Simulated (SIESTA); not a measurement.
Band structure of LaAl2 (Fd-3m, 6 atoms in the cell).

```
LaAl2
1.0
    0.00000     4.06447     4.06447
    4.06447     0.00000     4.06447
    4.06447     4.06447     0.00000
La Al
2 4
Direct
  0.00000   0.00000   0.00000
  0.25000   0.25000   0.25000
  0.62500   0.62500   0.62500
  0.12500   0.62500   0.62500
  0.62500   0.62500   0.12500
  0.62500   0.12500   0.62500
```

Method: GGA PBEsol, numerical atomic orbitals DZP, PseudoDojo PBEsol standard norm-conserving potentials (rewritten from UPF to PSML) (SIESTA).

Settings: XC.functional = GGA; XC.authors = PBEsol; potentials = PseudoDojo PBEsol standard; PAO.BasisSize = DZP; PAO.EnergyShift = 0.005 Ry; MeshCutoff = 350 Ry; kgrid.MonkhorstPack = 5 5 5; OccupationFunction = MP; OccupationMPOrder = 0; ElectronicTemperature = 0.272 eV; MaxSCFIterations = 150; SCF.Mixer.Method = Pulay; SCF.Mixer.Weight = 0.1; SCF.Mixer.History = 6.

The starting cell comes from a database of computed structures (which also holds hypothetical and non-ambient phases and stackings), without a prior relaxation at this level. Values carry the incompleteness of an atom-centred basis.

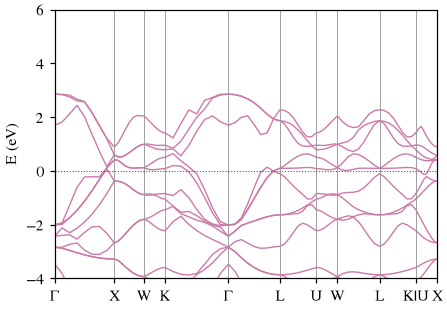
Fig. 1. Bands along the path, energies from the Fermi level.

Levels in eV from the Fermi level, bands 13 to 18:
```tsv
point	13	14	15	16	17	18
Γ	-2.84	-2.43	-2.43	-2.01	-2.01	-2.01
X	-2.67	-2.67	-0.37	-0.37	0.41	0.41
W	-1.80	-1.80	-0.88	-0.88	0.12	0.12
K	-2.23	-1.45	-1.05	-0.84	0.08	0.51
L	-2.80	-1.63	-1.63	-0.10	0.10	0.10
U	-2.23	-1.45	-1.05	-0.84	0.08	0.51
```

Bands cross the Fermi level along this path, so the cell is metallic at this level.

Higher empty bands are left out: an atom-centred basis made for the valence describes them poorly.
